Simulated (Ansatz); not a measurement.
The relaxed structure here is a generated cell of GeSe: the first start was made by placing the elements on the sites of a structure type, and the end was not matched to a known phase here, so it may be hypothetical. Known forms of GeSe include space group No. 62.

A relaxed structure of GeSe. Computed with PBE (plane waves to 420 eV, PAW, scalar-relativistic; Ansatz, a quantum-chemistry and plane-wave program).

Pmn2₁ (No. 31), oP4; a = 3.9908 Å, b = 4.1237 Å, c = 5.7943 Å, α = β = γ = 90.00°.

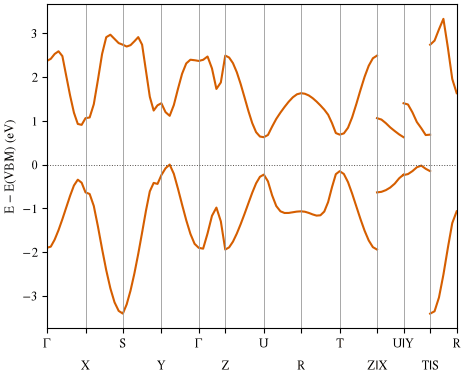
Fig. 1. Highest filled and lowest empty band along the path of this cell's Brillouin zone

Task: Read off the gap and say whether it is direct.

Result: 0.63 eV, indirect (valence top at 22 % of the way from Y to Γ, conduction bottom at U) (no spin-orbit coupling).

Task: How far does the top valence band disperse along this path?

Result: About 3.4 eV.

No spin polarisation in the result.

It was reached from a disturbed copy of a Cmmm (No. 65) cell, against which it lies -0.31 eV/atom.
